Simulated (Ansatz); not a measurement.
**Lattice dynamics of (KCl)2(NaI)2 [001] superlattice, started as rocksalt type**

Task: relax (KCl)2(NaI)2 [001] superlattice, started as rocksalt type, then find its harmonic phonons.

Main program and level: Ansatz 0.2.0; DFT PBEsol, scalar-relativistic, plane waves, PAW.

The structure was built from a prototype and need not be the compound's stable phase.

## (1) The starting structure

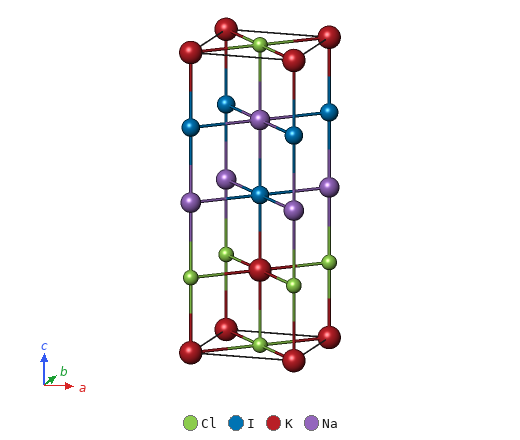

The starting structure, seen slightly off an axis (chlorine green, iodine blue, potassium red, sodium purple). Some periodic images of atoms are drawn too.

## (2) Relaxation

The cell and atoms are relaxed, since residual forces and stress would shift the frequencies.

input.yaml reads:

```yaml
crystal:
  lattice:
    - [3.19, 3.19, 0.0]
    - [-3.19, 3.19, 0.0]
    - [0.0, 0.0, 12.76]
  atoms:
    - { symbol: Cl, position: [0.5, 0.5, 0.0] }
    - { symbol: Cl, position: [1.0, 0.0, 0.25] }
    - { symbol: I, position: [0.5, 0.5, 0.5] }
    - { symbol: I, position: [1.0, 0.0, 0.75] }
    - { symbol: K, position: [0.0, 0.0, 0.0] }
    - { symbol: K, position: [0.5, 0.5, 0.25] }
    - { symbol: Na, position: [0.0, 0.0, 0.5] }
    - { symbol: Na, position: [0.5, 0.5, 0.75] }
kpoints:
  mp_grid: { grid: [4, 4, 2] }
hamiltonian:
  xc: pbesol
scf:
  occupations: { method: gaussian, width: 0.02 }
output:
  forces: true
  stress: true
  eigenvalues: true
relax:
  adjacent_minimum: "off"
  f_tol: 0.005
  max_steps: 80
  cell: { stress_tol: 0.05 }
```

Launch:

```console
ansatz run input.yaml --threads 8 --pin off --max-ram 14336MiB --backend cpu --events-out ev --progress --plain --runs-dir out
```

Numbers of over 12 decimals in the logs are rounded to 6 here.

The log of the run:

```text
Engine: ansatz 0.2.0, aarch64-unknown-linux-gnu
Pseudopotentials: kind: paw
Pseudopotential: Cl, paw, valence charge 7, recommended cutoff 420 eV (normal), Cl.paw.azcp
Pseudopotential: I, paw, valence charge 17, recommended cutoff 420 eV (normal), I.paw.azcp
Pseudopotential: K, paw, valence charge 9, recommended cutoff 420 eV (normal), K.paw.azcp
Pseudopotential: Na, paw, valence charge 9, recommended cutoff 420 eV (normal), Na.paw.azcp
Functional definition: PBEsol
  exchange = pbesol_x
  correlation = pbesol_c
Crystal: 8 atoms, lattice volume = 259.694 Å³
Basis set: ecut = 420 eV, 5075 PW (Γ), exchange–correlation on 64×64×180 points (8 copies of the dense FFT grid, shifted against one another)
Bands: 51, of which v1, the nominal top of the filled ones, is band 42 counted from 1 (41 counted from 0)
Symmetry: 16 space group operations
Space group: P4/nmm (ITA 129), of the structure as read, at distance tolerance 6.4e-5 Å
k-points: 12 of 32
Non-local potential: Cl, projectors of the file, l = 0: 2, l = 1: 2, l = 2: 2
Non-local potential: I, projectors of the file, l = 0: 2, l = 1: 2, l = 2: 2, l = 3: 2
Non-local potential: K, projectors of the file, l = 0: 3, l = 1: 2, l = 2: 2
Non-local potential: Na, projectors of the file, l = 0: 3, l = 1: 2, l = 2: 1
PAW form: soft (Blöchl's): semilocal exchange-correlation on the pseudo side does not see the compensation charge
PAW frozen core: Cl, regenerated for the run's functional, and the local potential with it (the file was generated under x = pbe(κ = 0.804, μ = 0.219515), c = pbe(β = 0.066725))
PAW frozen core: I, regenerated for the run's functional, and the local potential with it (the file was generated under x = pbe(κ = 0.804, μ = 0.219515), c = pbe(β = 0.066725))
PAW frozen core: K, regenerated for the run's functional, and the local potential with it (the file was generated under x = pbe(κ = 0.804, μ = 0.219515), c = pbe(β = 0.066725))
PAW frozen core: Na, regenerated for the run's functional, and the local potential with it (the file was generated under x = pbe(κ = 0.804, μ = 0.219515), c = pbe(β = 0.066725))
PAW one-centre angular grid: Cl, 110 points (default); XC on 64 Gauss nodes
PAW one-centre angular grid: I, 590 points (default); XC on 64 Gauss nodes
PAW one-centre angular grid: K, 110 points (default); XC on 64 Gauss nodes
PAW one-centre angular grid: Na, 110 points (default); XC on 64 Gauss nodes
Initial density: superposition of atomic densities (neutral atoms: chi_scale 0, normalization atom), corrected by the library's trained network
Initial wavefunctions: pseudopotential atomic-orbital guess
Functional: x = pbesol(κ = 0.804, μ = 0.123457), c = pbesol(β = 0.046)
SCF iter   1: F=—  HF=-22982.635533 eV  |F-HF|=—  |Δ(HF+E_count)|=         —  Δρ=2.90e-3  dr2=3.34e-2  ethr=1.77e-3  ⟨swp⟩=11.5  Hψ=3082  notcnv=0  defer=1
preconditioner: auto → Resta (q_TF=auto, 2.260 Å⁻¹)  ε∞=2.5  [insulator: Δε(μ)=4.076 eV  Ē_g=12.317 eV  σ=0.020 eV  W_gap=1.00  n_scr=56 (ndim 8)  ℏωp=15.3 eV  f_vac=0.093  D(μ)=0.00/eV (n_scr^D=0)  ε∞_Penn≈2.5]
SCF iter   2: F=—  HF=-22982.621441 eV  |F-HF|=—  |Δ(HF+E_count)|=   1.41e-2  Δρ=1.19e-3  dr2=4.73e-3  ethr=3.97e-5  ⟨swp⟩=3.3  Hψ=1188  notcnv=0  defer=42
SCF iter   3: F=—  HF=-22982.620323 eV  |F-HF|=—  |Δ(HF+E_count)|=   1.12e-3  Δρ=3.60e-4  dr2=4.80e-4  ethr=5.64e-6  ⟨swp⟩=2.1  Hψ=1117  notcnv=0  defer=42
SCF iter   4: F=—  HF=-22982.620313 eV  |F-HF|=—  |Δ(HF+E_count)|=   1.03e-5  Δρ=1.29e-4  dr2=7.75e-5  ethr=5.71e-7  ⟨swp⟩=2.0  Hψ=1042  notcnv=0  defer=42
SCF iter   5: F=—  HF=-22982.620400 eV  |F-HF|=—  |Δ(HF+E_count)|=   8.68e-5  Δρ=3.41e-5  dr2=3.31e-6  ethr=9.22e-8  ⟨swp⟩=2.0  Hψ=753  notcnv=0  defer=42
SCF iter   6: F=—  HF=-22982.620403 eV  |F-HF|=—  |Δ(HF+E_count)|=   2.88e-6  Δρ=7.15e-6  dr2=1.57e-7  ethr=3.93e-9  ⟨swp⟩=2.9  Hψ=1030  notcnv=0  defer=42
SCF iter   7: F=-22982.620403 eV  HF=-22982.620403 eV  |F-HF|=3.03e-9  |Δ(HF+E_count)|=   1.15e-7  Δρ=2.52e-6  dr2=1.79e-8  ethr=1.19e-10  ⟨swp⟩=13.6  Hψ=3041  notcnv=0
SCF 1 converged in 7 iterations: F = -22982.620403 eV  dr2 = 1.79e-8
  greatest PAW one-centre occupation: 0.999 electrons in one spin orbital (limit 2), on the Na atom at site 7 (counted from 0), in its partial waves of l = 0
relax step   1: F+E_penalty+E_count = -22982.62040278 eV  Δ(F+E_penalty+E_count) = +0.000e0 eV  max|allowed force component| = 4.861e-1 eV/Å  Δτ_max = 0.0000 Å  P = -0.135 GPa  Ω = 259.694 Å³  (7 SCF iters, dr2 threshold 1.00e-7 eV, accepted)
Crystal: 8 atoms, lattice volume = 258.473 Å³
Basis set: ecut = 420 eV, 5067 PW (Γ), exchange–correlation on 64×64×180 points (8 copies of the dense FFT grid, shifted against one another)
Initial density: handed on by an earlier stage of this run
Initial wavefunctions: those handed on with the density
iter 1 solved again at ethr=3.65e-4 eV; its pass at ethr=3.10e-3 eV (dr2=3.06e-1 eV) is discarded
SCF iter   1: F=—  HF=-22982.835025 eV  |F-HF|=—  |Δ(HF+E_count)|=         —  Δρ=8.50e-3  dr2=3.15e-1  ethr=3.65e-4  ⟨swp⟩=2.6  Hψ=3229  notcnv=0
preconditioner: auto → Resta (q_TF=auto, 2.262 Å⁻¹)  ε∞=2.5  [insulator: Δε(μ)=3.594 eV  Ē_g=12.510 eV  σ=0.020 eV  W_gap=1.00  n_scr=56 (ndim 8)  ℏωp=15.3 eV  f_vac=0.081  D(μ)=0.00/eV (n_scr^D=0)  ε∞_Penn≈2.5]
SCF iter   2: F=—  HF=-22982.738857 eV  |F-HF|=—  |Δ(HF+E_count)|=   9.62e-2  Δρ=2.95e-3  dr2=2.26e-2  ethr=3.65e-4  ⟨swp⟩=4.6  Hψ=1106  notcnv=0
SCF iter   3: F=—  HF=-22982.731464 eV  |F-HF|=—  |Δ(HF+E_count)|=   7.39e-3  Δρ=9.89e-4  dr2=2.07e-3  ethr=2.69e-5  ⟨swp⟩=3.9  Hψ=1170  notcnv=0
SCF iter   4: F=—  HF=-22982.730944 eV  |F-HF|=—  |Δ(HF+E_count)|=   5.19e-4  Δρ=2.07e-4  dr2=1.29e-4  ethr=2.46e-6  ⟨swp⟩=2.0  Hψ=1036  notcnv=0  defer=1
SCF iter   5: F=—  HF=-22982.731009 eV  |F-HF|=—  |Δ(HF+E_count)|=   6.48e-5  Δρ=5.81e-5  dr2=1.13e-5  ethr=1.54e-7  ⟨swp⟩=2.1  Hψ=1097  notcnv=0  defer=1
SCF iter   6: F=-22982.731015 eV  HF=-22982.731015 eV  |F-HF|=2.24e-7  |Δ(HF+E_count)|=   6.18e-6  Δρ=1.47e-5  dr2=6.44e-7  ethr=9.52e-10  ⟨swp⟩=8.6  Hψ=3272  notcnv=0
SCF 2 converged in 6 iterations: F = -22982.731015 eV  dr2 = 6.44e-7
relax step   2: F+E_penalty+E_count = -22982.73101547 eV  Δ(F+E_penalty+E_count) = -1.106e-1 eV  max|allowed force component| = 1.246e-1 eV/Å  Δτ_max = 0.1385 Å  P = -0.297 GPa  Ω = 258.473 Å³  energy of the carried Pulay correction = +5.348e-5 eV  (6 SCF iters, dr2 threshold 8.00e-7 eV, accepted)
Crystal: 8 atoms, lattice volume = 255.735 Å³
Basis set: ecut = 420 eV, 5011 PW (Γ), exchange–correlation on 64×64×180 points (8 copies of the dense FFT grid, shifted against one another)
iter 1 solved again at ethr=6.90e-5 eV; its pass at ethr=3.10e-3 eV (dr2=5.80e-2 eV) is discarded
SCF iter   1: F=—  HF=-22982.769711 eV  |F-HF|=—  |Δ(HF+E_count)|=         —  Δρ=4.06e-3  dr2=5.90e-2  ethr=6.90e-5  ⟨swp⟩=2.9  Hψ=3094  notcnv=0
preconditioner: auto → Resta (q_TF=auto, 2.266 Å⁻¹)  ε∞=2.5  [insulator: Δε(μ)=3.711 eV  Ē_g=12.512 eV  σ=0.020 eV  W_gap=1.00  n_scr=56 (ndim 8)  ℏωp=15.4 eV  f_vac=0.079  D(μ)=0.00/eV (n_scr^D=0)  ε∞_Penn≈2.5]
SCF iter   2: F=—  HF=-22982.751456 eV  |F-HF|=—  |Δ(HF+E_count)|=   1.83e-2  Δρ=1.85e-3  dr2=6.94e-3  ethr=6.90e-5  ⟨swp⟩=4.2  Hψ=1144  notcnv=0
SCF iter   3: F=—  HF=-22982.748686 eV  |F-HF|=—  |Δ(HF+E_count)|=   2.77e-3  Δρ=4.46e-4  dr2=3.97e-4  ethr=8.26e-6  ⟨swp⟩=2.9  Hψ=1109  notcnv=0
SCF iter   4: F=—  HF=-22982.748622 eV  |F-HF|=—  |Δ(HF+E_count)|=   6.36e-5  Δρ=7.25e-5  dr2=1.75e-5  ethr=4.72e-7  ⟨swp⟩=2.6  Hψ=1050  notcnv=0
SCF iter   5: F=—  HF=-22982.748623 eV  |F-HF|=—  |Δ(HF+E_count)|=   7.14e-7  Δρ=2.38e-5  dr2=1.69e-6  ethr=2.09e-8  ⟨swp⟩=2.0  Hψ=1092  notcnv=0
SCF iter   6: F=-22982.748624 eV  HF=-22982.748624 eV  |F-HF|=1.04e-7  |Δ(HF+E_count)|=   1.06e-6  Δρ=5.36e-6  dr2=9.79e-8  ethr=9.52e-10  ⟨swp⟩=9.0  Hψ=2790  notcnv=0
SCF 3 converged in 6 iterations: F = -22982.748624 eV  dr2 = 9.79e-8
relax step   3: F+E_penalty+E_count = -22982.74862393 eV  Δ(F+E_penalty+E_count) = -1.761e-2 eV  max|allowed force component| = 8.731e-2 eV/Å  Δτ_max = 0.0583 Å  P = -0.147 GPa  Ω = 255.735 Å³  energy of the carried Pulay correction = +1.743e-4 eV  (6 SCF iters, dr2 threshold 8.00e-7 eV, accepted)
[...]
relax step   4: F+E_penalty+E_count = -22982.75968740 eV  Δ(F+E_penalty+E_count) = -1.106e-2 eV  max|allowed force component| = 1.859e-2 eV/Å  Δτ_max = 0.1018 Å  P = +0.085 GPa  Ω = 251.727 Å³  energy of the carried Pulay correction = +3.535e-4 eV  (6 SCF iters, dr2 threshold 4.76e-7 eV, accepted)
[...]
relax step   5: F+E_penalty+E_count = -22982.76029712 eV  Δ(F+E_penalty+E_count) = -6.097e-4 eV  max|allowed force component| = 4.526e-3 eV/Å  Δτ_max = 0.0166 Å  P = -0.002 GPa  Ω = 253.022 Å³  energy of the carried Pulay correction = +2.953e-4 eV  (6 SCF iters, dr2 threshold 2.53e-8 eV, accepted)
Basis set: ecut = 420 eV, 4971 PW (Γ), exchange–correlation on 60×60×180 points (8 copies of the dense FFT grid, shifted against one another)
Initial wavefunctions: pseudopotential atomic-orbital guess (no wavefunctions were taken with the density)
iter 1 solved again at ethr=6.65e-7 eV; its pass at ethr=3.10e-3 eV (dr2=5.59e-4 eV) is discarded
SCF iter   1: F=—  HF=-22982.760041 eV  |F-HF|=—  |Δ(HF+E_count)|=         —  Δρ=1.21e-5  dr2=7.65e-8  ethr=6.65e-7  ⟨swp⟩=4.4  Hψ=4624  notcnv=0
eigensolver tolerance schedule: the retry pair's looser diagonalisation over-reported the residual by 7301.31 of it (diagonalisation noise at an unbounded share of the residual, at the tolerance the schedule requests for it); recorded, not acted on — ethr = c·dr2/N_el stays at c = 1.0e-1
preconditioner: auto → Resta (q_TF=auto, 2.270 Å⁻¹)  ε∞=2.5  [insulator: Δε(μ)=3.705 eV  Ē_g=12.548 eV  σ=0.020 eV  W_gap=1.00  n_scr=56 (ndim 8)  ℏωp=15.5 eV  f_vac=0.075  D(μ)=0.00/eV (n_scr^D=0)  ε∞_Penn≈2.5]
SCF iter   2: F=—  HF=-22982.759975 eV  |F-HF|=—  |Δ(HF+E_count)|=   6.54e-5  Δρ=5.87e-6  dr2=2.22e-8  ethr=9.11e-11  ⟨swp⟩=3.0  Hψ=1475  notcnv=0
SCF iter   3: F=—  HF=-22982.759975 eV  |F-HF|=—  |Δ(HF+E_count)|=   1.52e-8  Δρ=1.50e-6  dr2=2.50e-9  ethr=2.65e-11  ⟨swp⟩=2.0  Hψ=1092  notcnv=0
SCF iter   4: F=—  HF=-22982.759975 eV  |F-HF|=—  |Δ(HF+E_count)|=   1.90e-9  Δρ=3.55e-7  dr2=2.66e-10  ethr=2.98e-12  ⟨swp⟩=2.0  Hψ=1044  notcnv=0
SCF iter   5: F=-22982.759975 eV  HF=-22982.759975 eV  |F-HF|=4.73e-11  |Δ(HF+E_count)|=  2.98e-10  Δρ=9.17e-8  dr2=3.40e-11  ethr=1.00e-12  ⟨swp⟩=7.0  Hψ=2498  notcnv=0
SCF 6 converged in 5 iterations: F = -22982.759975 eV  dr2 = 3.40e-11
relax step   6: F+E_penalty+E_count = -22982.75997528 eV  Δ(F+E_penalty+E_count) = +3.218e-4 eV  max|allowed force component| = 4.554e-3 eV/Å  Δτ_max = 0.0000 Å  P = -0.001 GPa  Ω = 253.022 Å³  stress off target by 1.40e-2 GPa  SCF on the basis re-selected at this cell (its energy is not comparable with the rows above)  (5 SCF iters)
basis re-selected at this cell: Δ(F+E_penalty+E_count) = +3.218e-4 eV, ΔP = +0.001 GPa vs the last step (what re-selecting the basis moved, of the pressure what is left beyond the Pulay correction that the steps carried, after the strain that the cell walked since its last selection, with what the two solves' SCF thresholds leave and, on support functions, any second-order correction that the steps lacked; it is no measure of the basis error at this ecutwfc). The dense FFT grid was sized anew with the basis: this SCF ran on 30×30×90 points, the steps before it on 32×32×90, so part of this shift can come from that change (see relax.cell in the input reference). [rest of the remark cut]
SCF converged after 5 iterations
Free energy (F): -22982.759975 eV
Harris-Foulkes:  -22982.759975 eV  (|F-HF|=4.73e-11)
Internal energy: -22982.759975 eV  (E = F + TS)
E sigma→0 (E₀):  -22982.759975 eV
Fermi energy:    4.569568 eV
--- Per-component energies (eV) ---
  E_band       = -1479.730908
  E_kinetic    = 1451.432587
  E_local      = -9290.429766  (includes V_loc(G=0)·N_el)
  E_nonlocal   = 140.276069
  E_hartree    = 4057.824953
  E_xc         = -811.326189
  E_vxc        = -927.977939  (∫ρ·V_xc dr)
  E_paw        = -12789.108808  (= ΣΔE_a)
  E_vpaw       = -968.682027  (= ΣTr[D̂ρ^β])
  E_aug_tail   = 0.000146  (compensation charges beyond the density's cutoff)
  E_ewald      = -5742.735274
  E_core_change = 1.306306  (= ΣΔE_core)
  E_smearing   = -0.000000  (= −TS)
  E_closure    = -0.000000  (closes the sum)
  Σ components = -22982.759975   (vs F -22982.759975, Δ=0.00e0)
--- Forces (eV/Å), atoms counted from 1 ---
  atom   1  Cl     0.00000000     0.00000000    -0.00455385
  atom   2  Cl     0.00000000     0.00000000     0.00455385
  atom   3  I      0.00000000    -0.00000000     0.00018531
  atom   4  I      0.00000000    -0.00000000    -0.00018531
  atom   5  K      0.00000000    -0.00000000    -0.00134301
  atom   6  K      0.00000000    -0.00000000     0.00134301
  atom   7  Na     0.00000000     0.00000000    -0.00429211
  atom   8  Na     0.00000000     0.00000000     0.00429211
  max |Σ_I F_I| component: 3.28e-28 eV/Å
--- Stress (GPa, compression-positive) ---
        0.005650       0.000000       0.000000
        0.000000       0.005650       0.000000
        0.000000       0.000000      -0.014004
  P = ⅓ Tr σ = -0.0009 GPa (-0.009 kbar)
--- Band table (eV; the first three rows and the last of 12) ---
  k-point 0: bands = [... 38 lower, 2.2195, 2.4158, 2.7172, 2.7172, 6.4218, 7.7048, 7.9229, 8.0347, ... 5 higher]
  k-point 1: bands = [... 38 lower, 2.2241, 2.2569, 2.7130, 2.7130, 6.9892, 6.9984, 7.8913, 7.9959, ... 5 higher]
  k-point 2: bands = [... 38 lower, 2.0914, 2.3395, 2.5015, 2.7025, 7.4642, 8.0859, 8.3795, 8.5784, ... 5 higher]
  k-point 11: bands = [... 38 lower, 1.7349, 1.7349, 2.0500, 2.0500, 7.9301, 7.9301, 8.2414, 8.2414, ... 5 higher]
--- Relaxed structure (5 steps of the walk, 5 accepted, 1 SCFs on fresh bases) ---
  F+E_penalty+E_count = -22982.75997528 eV   max|allowed force component| = 4.554e-3 eV/Å   (the final SCF, on the basis selected at the relaxed cell)
  cell:  # Å, volume = 253.0216 Å³
    - [3.157133, 3.157133, 0.0]
    - [-3.157133, 3.157133, 0.0]
    - [0.0, 0.0, 12.692343]
  atoms:
    - { symbol: Cl, position: [0.5, 0.5, -0.00346376] }
    - { symbol: Cl, position: [1.0, 0.0, 0.253464] }
    - { symbol: I, position: [0.5, 0.5, 0.506747] }
    - { symbol: I, position: [1.0, 0.0, 0.743253] }
    - { symbol: K, position: [0, 0, 0.00801021] }
    - { symbol: K, position: [0.5, 0.5, 0.241990] }
    - { symbol: Na, position: [0, 0, 0.483885] }
    - { symbol: Na, position: [0.5, 0.5, 0.766115] }
```

The job ended after 7.9 s (8 threads of Arm Neoverse V2, shared host; peak memory 0.96 GiB; 56 s of CPU time).

Step by step:

```tsv
step	energy less that of the first step (eV)	largest force component (eV/Å)	pressure (GPa)	volume (Å³)
1	0.0000	0.4861	-0.14	259.69
2	-0.1106	0.1246	-0.30	258.47
3	-0.1282	0.0873	-0.15	255.73
4	-0.1393	0.0186	0.08	251.73
5	-0.1399	0.0045	0.00	253.02
6*	-0.1396	0.0046	0.00	253.02
```

Relaxation steps marked * repeat the geometry before them on a plane-wave basis chosen anew for their cell, so energy and pressure can jump there.

The run keeps the 16 symmetry operations that it works with, so distortions that break them were not tested.

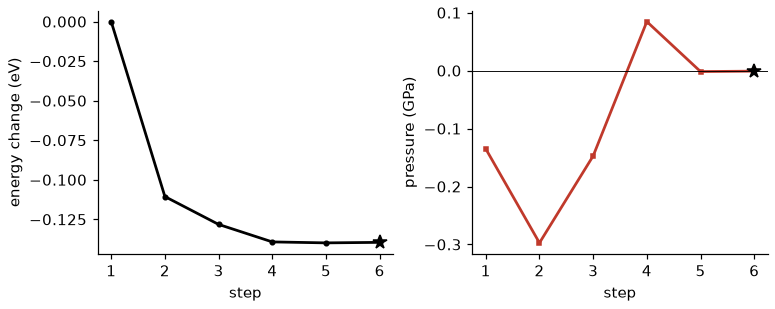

Energy and pressure along the relaxation. Stars mark steps on a basis chosen anew.

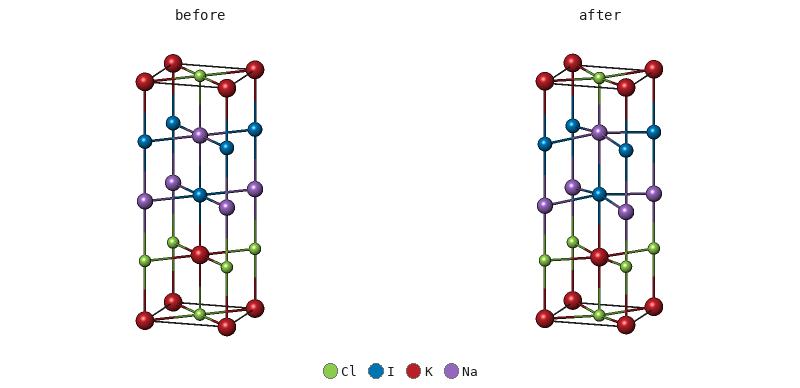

Before and after, at one scale.

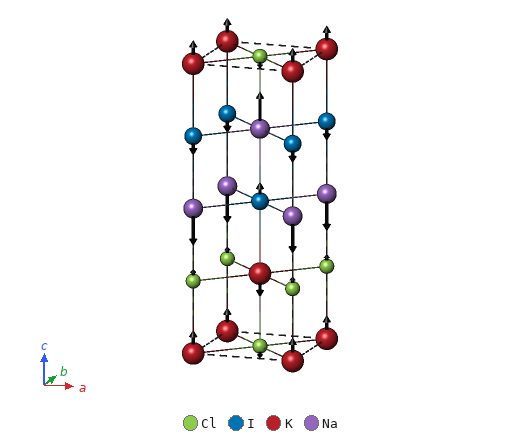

Displacements in the relaxation, exaggerated, measured against the changing cell; the longest in the cell stands for 0.20 Å. Some periodic images of atoms are drawn too.

```tsv
conventional cell, symmetrised	before	after	change
a (Å)	4.511	4.465	-1.0 %
b (Å)	4.511	4.465	-1.0 %
c (Å)	12.760	12.692	-0.5 %
volume (Å³/atom)	32.46	31.63	-2.6 %
```

The atoms that moved most (Å, as changes of fractional coordinates times the final cell):

```tsv
atom	dx	dy	dz	length
Na8	0.000	0.000	0.205	0.205
Na7	0.000	0.000	-0.205	0.205
K6	0.000	0.000	-0.102	0.102
K5	0.000	0.000	0.102	0.102
I4	0.000	0.000	-0.086	0.086
I3	0.000	0.000	0.086	0.086
Cl1	0.000	0.000	-0.044	0.044
Cl2	0.000	0.000	0.044	0.044
```

A gap read on the k-mesh alone can miss the band edges.

This step gave:

```yaml
pressure: -9.02e-4 GPa
gap_on_the_k_mesh: 3.705 eV
volume_per_atom: 31.63 Å³
direct_gap_on_mesh: 3.705 eV
```

In this step the volume went from 32.46 to 31.63 Å³/atom.

## (3) Tight relaxation

Phonons need a cell at rest on their own settings, so the relaxation is repeated with tight tolerances on forces and stress, using the mesh and the filling of the phonon run that follows.

input.yaml reads:

```yaml
crystal:
  lattice:
    - [3.1571328139, 3.1571328139, 0.0]
    - [-3.1571328139, 3.1571328139, 0.0]
    - [0.0, 0.0, 12.692343479]
  atoms:
    - { symbol: Cl, position: [0.5, 0.5, -0.0034637579] }
    - { symbol: Cl, position: [1.0, 0.0, 0.2534637579] }
    - { symbol: I, position: [0.5, 0.5, 0.5067468721] }
    - { symbol: I, position: [1.0, 0.0, 0.7432531279] }
    - { symbol: K, position: [0.0, 0.0, 0.008010212] }
    - { symbol: K, position: [0.5, 0.5, 0.241989788] }
    - { symbol: Na, position: [0.0, 0.0, 0.4838851205] }
    - { symbol: Na, position: [0.5, 0.5, 0.7661148795] }
kpoints:
  mp_grid: { grid: [4, 4, 2] }
hamiltonian:
  xc: pbesol
scf:
  occupations: { method: fixed }
output:
  forces: true
  stress: true
  eigenvalues: true
relax:
  adjacent_minimum: "off"
  f_tol: 0.001
  max_steps: 60
  cell: { stress_tol: 0.01 }
```

The log of the run:

```text
[...]
Crystal: 8 atoms, lattice volume = 253.022 Å³
Basis set: ecut = 420 eV, 4971 PW (Γ), exchange–correlation on 60×60×180 points (8 copies of the dense FFT grid, shifted against one another)
Bands: 51, of which v1, the nominal top of the filled ones, is band 42 counted from 1 (41 counted from 0)
Symmetry: 16 space group operations
[...]
k-points: 12 of 32
[...]
- [-3.157659, 3.157659, 0.0]
    - [0.0, 0.0, 12.685979]
  atoms:
    - { symbol: Cl, position: [0.5, 0.5, -0.00360544] }
    - { symbol: Cl, position: [1.0, 0.0, 0.253605] }
    - { symbol: I, position: [0.5, 0.5, 0.506823] }
    - { symbol: I, position: [1.0, 0.0, 0.743177] }
    - { symbol: K, position: [0, 0, 0.00793217] }
    - { symbol: K, position: [0.5, 0.5, 0.242068] }
    - { symbol: Na, position: [0, 0, 0.483633] }
    - { symbol: Na, position: [0.5, 0.5, 0.766367] }
[key lines of the parts left out:]
SCF converged after 5 iterations
Free energy (F): -22982.760004 eV
Fermi energy:    2.724145 eV
P = ⅓ Tr σ = 0.0000 GPa (0.000 kbar)
```

Elapsed: 4.8 s, on 8 threads; peak memory 0.93 GiB.

Little changed from the start: no atom moved by 0.005 Å and no cell edge by 0.1 %.

This step gave:

```yaml
pressure: 3.89e-5 GPa
gap_on_the_k_mesh: 3.699 eV
volume_per_atom: 31.62 Å³
direct_gap_on_mesh: 3.699 eV
```

The largest force component left is 0.53 meV/Å and the pressure is 0.000 GPa, within the tolerances set. The cell now holds 31.62 Å³/atom.

[end of part 1 of 2]

[Logs are printed without paths, hosts, clocks, repeated set-up lines and the standing remarks that a program may print on its own settings, such as how far it seeks lower states.]

[Hosts, paths, dates, database ids (printed as entryN), source tags and the programs' standing remarks are cut or masked in the printed files.]
